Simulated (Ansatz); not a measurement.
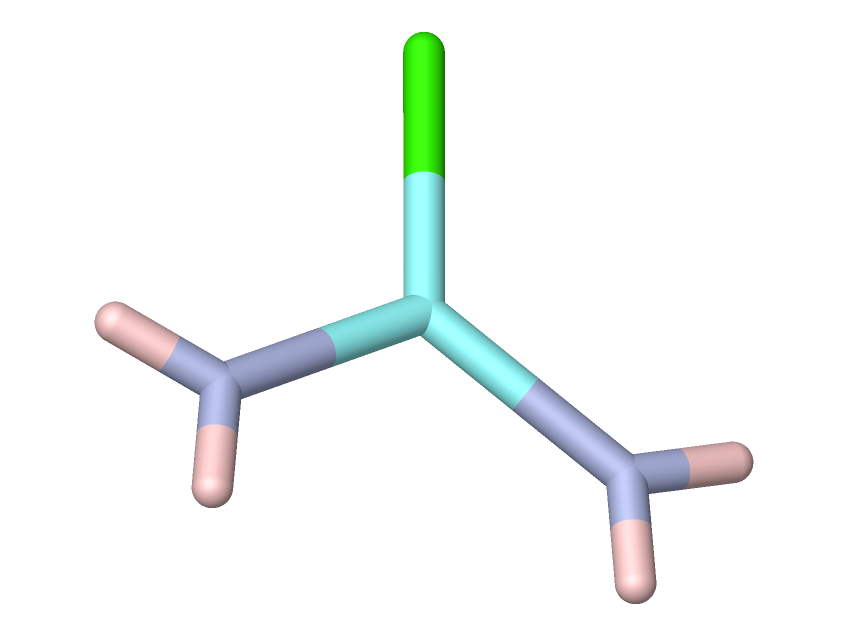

Rendered structure (stick style). Every bond is drawn as one stick, whatever its order. Colours: nitrogen light blue, yttrium light teal, chlorine green, hydrogen pink.

Charge 0, singlet. Computed geometry: PBE0-D4/def2-TZVP optimisation.

Describe the molecule.

The molecule is ClH₄N₂Y. Its SMILES string is `[NH2][Y]([NH2])[Cl]`. The point group is C2v. All atoms lie on one plane. Coordination: 2 N trigonal planar; 1 Y trigonal planar.

More results for the same structure follow; atom numbers are the same in all pictures, views and colours differ.

Charges

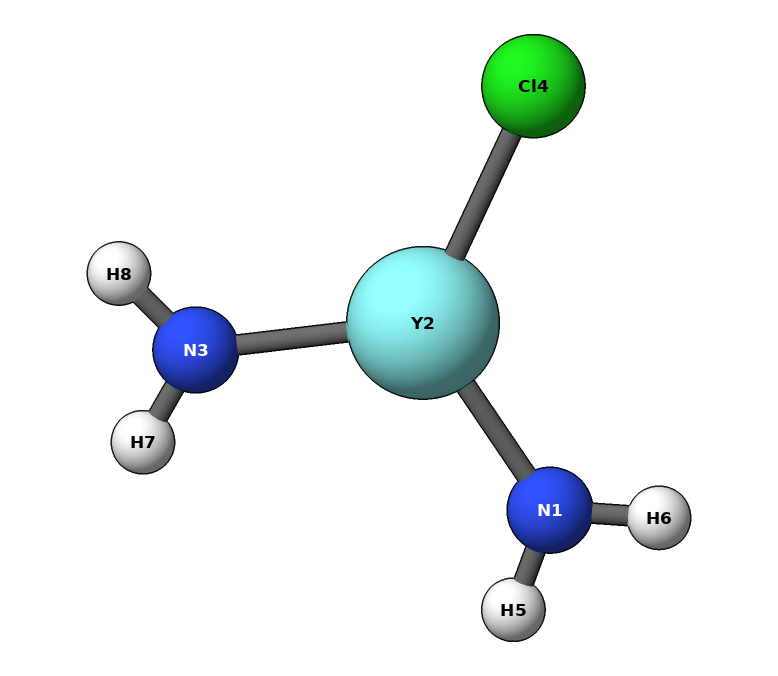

The questions are on Mulliken charges. Method: RKS PBE0-D4/def2-TZVP, core potentials on Y (Ansatz 0.2.0).

List the Mulliken charges.

```tsv
atom	value (e)
N1	−0.89
Y2	1.35
N3	−0.89
Cl4	−0.49
H5	0.23
H6	0.23
H7	0.23
H8	0.23
```

Dipole moment

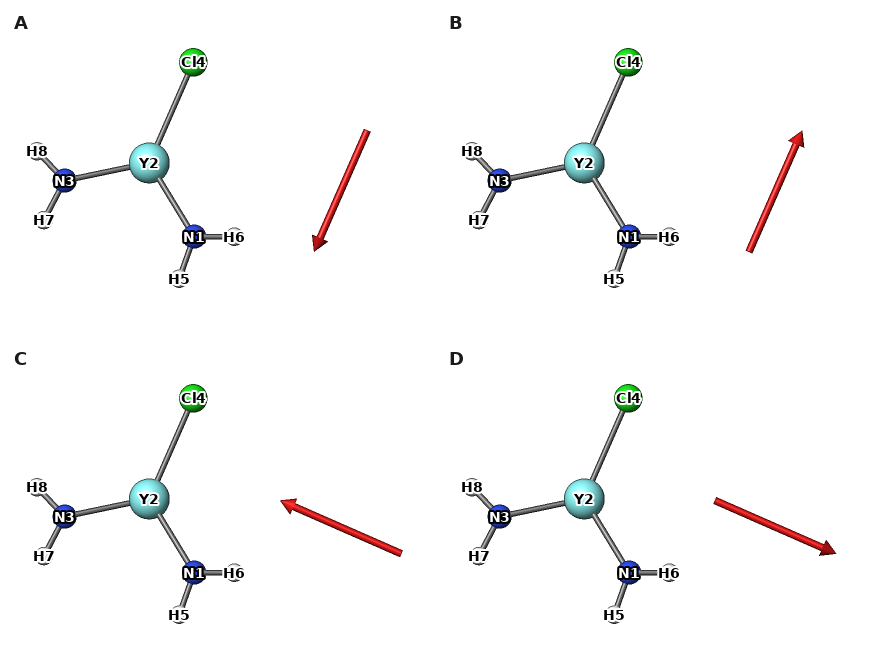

The same molecule four times, each with an arrow. Method: RKS PBE0-D4/def2-TZVP, core potentials on Y (Ansatz 0.2.0).

> Which arrow points along the dipole moment, from the negative to the positive end?

A. The dipole moment is 3.29 D; it points from the side of Cl4 to the side of H5, H7 (the outermost atoms at the two ends).

Thermal motion

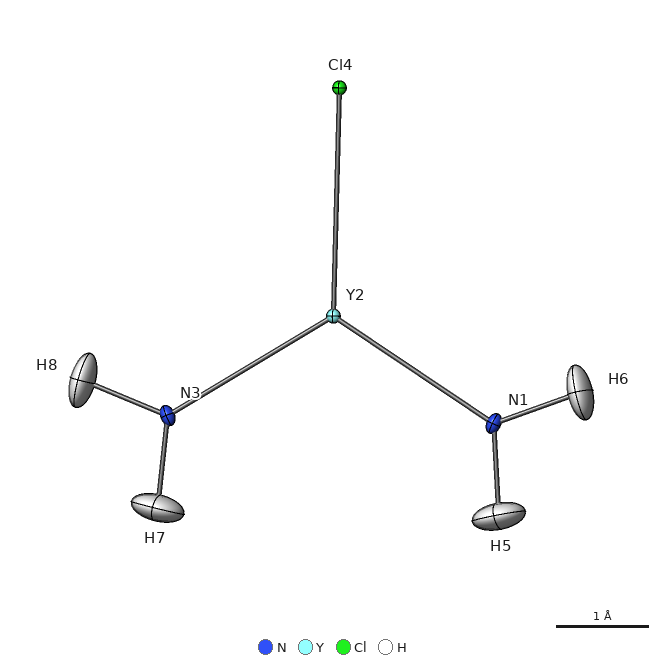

Displacement ellipsoids at the 50 % level, from the internal vibrations of the free molecule (harmonic, no overall translation or rotation; no half-axis is drawn under 0.075 Å). Vibrations computed with RKS PBE0-D4/def2-TZVP, core potentials on Y (Ansatz 0.2.0). Temperature: 0 K (zero-point motion alone).

> Which atom has the largest mean-square displacement?

H5, H7, with U_eq = 0.0330 Å².

> Does H5 move more along its bond or across it?

Across it: the root-mean-square amplitude is 0.095 Å along the bond and up to 0.232 Å across, since bending and torsion are softer than stretching.

Give the displacement parameters, one line for each set of equivalent atoms.

```csv
atom,U_eq (Å²),rms amplitudes (Å)
"N1, N3",0.0040,"0.045, 0.067, 0.074"
Y2,0.00069,"0.017, 0.021, 0.036"
Cl4,0.0013,"0.030, 0.036, 0.041"
"H5, H7",0.0330,"0.092, 0.191, 0.232"
"H6, H8",0.0312,"0.087, 0.196, 0.218"
```

Mulliken values depend strongly on the basis set and can even reverse the polarity of a bond.
